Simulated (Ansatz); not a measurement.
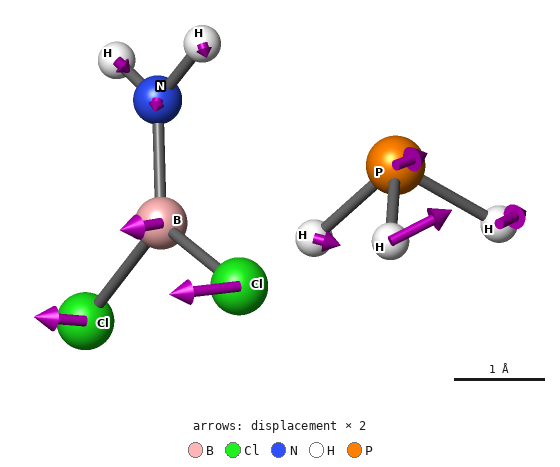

This is a relaxation of BPNH₅Cl₂. The starting structure is drawn; purple arrows show the displacements, 2 times their true length. The two geometries are superimposed by the best rigid fit.

The picture is a ball-and-stick view, seen at a tilt.

The run prepares an end point of a later path (reaction) calculation, from a guessed geometry.

Theory: RKS PBE0-D4/def2-SVP in Ansatz 0.2.0. Settings: no spin polarisation; force threshold 0.03 eV/Å; at most 50 steps.

Describe the change and its energy.

Over 9 geometry steps the energy falls by 3.63 kcal/mol. The largest force component goes from 0.94 to 0.03 eV/Å. A Cl atom moves most after the best rigid fit: 0.43 Å. By element the largest moves are Cl 0.43 Å, H 0.40 Å, B 0.28 Å, P 0.25 Å, N 0.07 Å. Among the contacts that change: B–Cl 1.825 → 1.767 Å, B–N 1.382 → 1.387 Å, B–Cl 1.762 → 1.766 Å.

Limits of the set-up: the start holds two separate molecules, 2.6 Å apart at their closest, whose relative position is a soft coordinate.
